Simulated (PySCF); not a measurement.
C₂H₅NSi, SMILES C#C[SiH2]N at its CAM-B3LYP/def2-SVP optimised geometry (Å):

```
9

C      1.3600    -0.6966     0.0005
C      0.1475    -0.7086     0.0000
Si    -1.7024    -0.7086     0.0000
N     -2.4351     0.8502     0.0000
H      2.4351    -0.6888     0.0010
H     -2.1363    -1.4254    -1.2261
H     -2.1361    -1.4255     1.2261
H     -2.4059     1.4255     0.8350
H     -2.4063     1.4251    -0.8353
```

Method: PySCF 2.14.0 with CAM-B3LYP/def2-TZVP.

Map of the log10 of the electron density (e/bohr³), floored at −4 on the plane z = 1.5 Å:

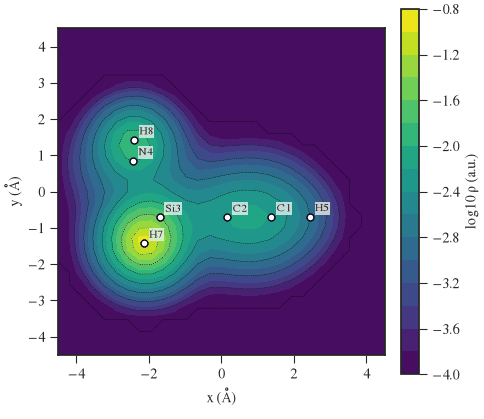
Figure. Log10 of the electron density (e/bohr³), floored at −4 on the plane z = 1.5 Å.
